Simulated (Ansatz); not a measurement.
**C₃H₅NSi: density, localisation and related maps**

Input file:

```
crystal:
  periodic: [false, false, false]
  atoms:
    - {symbol: C, position_ang: [-0.063508, -0.574483, -0.787295]}
    - {symbol: C, position_ang: [-0.234531, 0.755810, -0.681494]}
    - {symbol: C, position_ang: [0.412873, 1.490190, 0.361184]}
    - {symbol: N, position_ang: [0.913020, 2.135351, 1.186281]}
    - {symbol: Si, position_ang: [-1.324629, 1.729235, -1.884727]}
    - {symbol: H, position_ang: [-0.555771, -1.141409, -1.582473]}
    - {symbol: H, position_ang: [0.567709, -1.133168, -0.089327]}
    - {symbol: H, position_ang: [-1.879501, 0.749874, -2.863447]}
    - {symbol: H, position_ang: [-2.425875, 2.400443, -1.136220]}
    - {symbol: H, position_ang: [-0.505643, 2.760061, -2.584876]}
basis:
  gaussian:
    orbitals: def2-TZVPD
hamiltonian:
  xc: pbe0
output:
  forces: true
  orbitals: {seedname: orbitals}
```

Run with:

```sh
ansatz run input.yaml --threads 2 --pin off --max-ram 5220MiB --events-out events.jsonl --progress --plain --runs-dir runs
```

Geometry: PBE0-D3(BJ)/def2-SVP.

Method: Ansatz, isolated molecule in a Gaussian basis; Kohn-Sham density functional theory, functional PBE0.

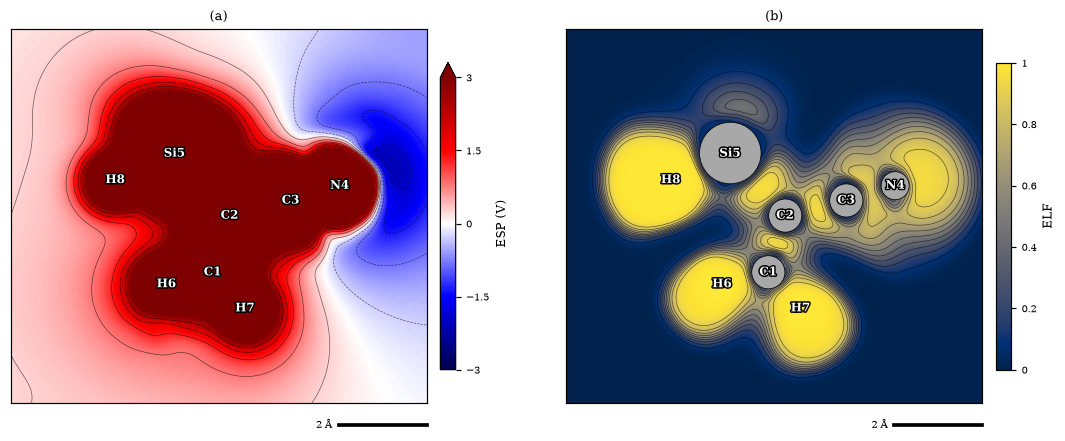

Figure 1. (a) electrostatic potential; (b) electron localisation function on the plane of atoms C3, C2 and Si5. Grey discs cover the atomic cores in the ELF map.

What does the map show?

Answer.
- The section cuts through C, N, Si and H sites.
- C–N (1.16 Å): the ELF peaks at about 0.85 between the atoms (a multiple bond).
- C–C (1.35 Å): the ELF peaks at about 0.95 between the atoms (a covalent bond).
- C–Si (1.89 Å): the ELF peaks at about 0.95 between the atoms (a covalent bond).
- C–H (1.09 Å): the ELF climbs to about 1 towards the hydrogen, as it does in any bond to H (a covalent bond by its length).
- C–C (1.43 Å): the ELF peaks at about 0.95 between the atoms: a covalent bond.
- The ELF also peaks beside N4, away from the bonds: lone-pair regions.
- Outside the dense part of the molecule the potential is most negative (−2.1 V) near N4.

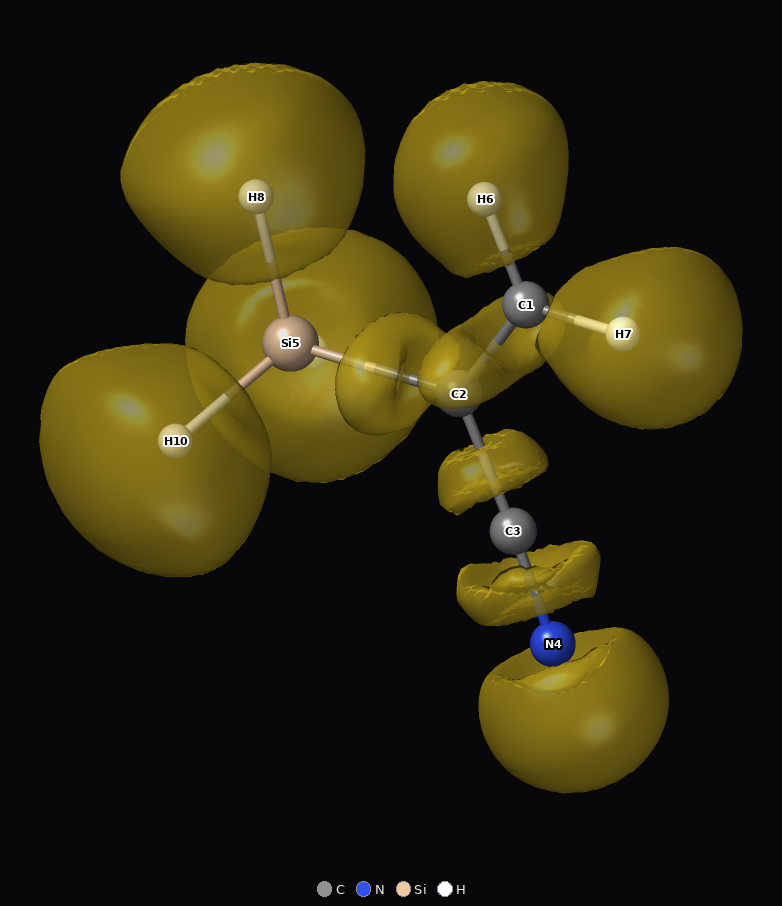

Figure 2. Isosurface of the ELF at 0.8 (yellow), seen at a tilt. Only the valence region is drawn (cores and ρ < 0.01 e/Å³ removed).

Identify the bonds, lone pairs and shells in this picture.

Answer. The surface consists of two regions between bonded C–C atoms (shared pairs), one region between bonded C–N atoms (shared pairs), one region between bonded C–Si atoms (shared pairs), five regions around hydrogen nuclei and one lobe on N, pointing away from the bonds (lone pairs).

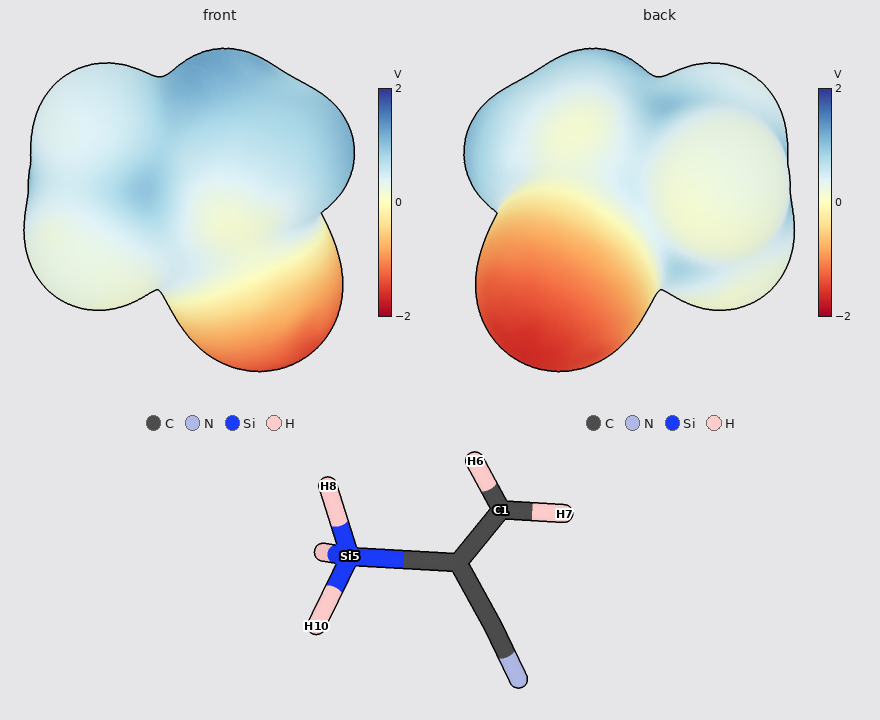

Figure 3. The molecular electrostatic potential painted on the density surface at 0.001 e/bohr³, seen from the front and from behind; red is negative and blue positive. The bare structure is drawn below in the same view.

Where is the surface potential most negative and most positive?

Answer. The most negative region (about −1.6 V, or −37 kcal/mol for a unit charge) lies over N4, the most positive (about +1.2 V, or +28 kcal/mol for a unit charge) over H6. N4 is the likeliest acceptor of a hydrogen bond.

What dipole moment does the calculation give?

Answer. Its dipole moment is 4.04 D.
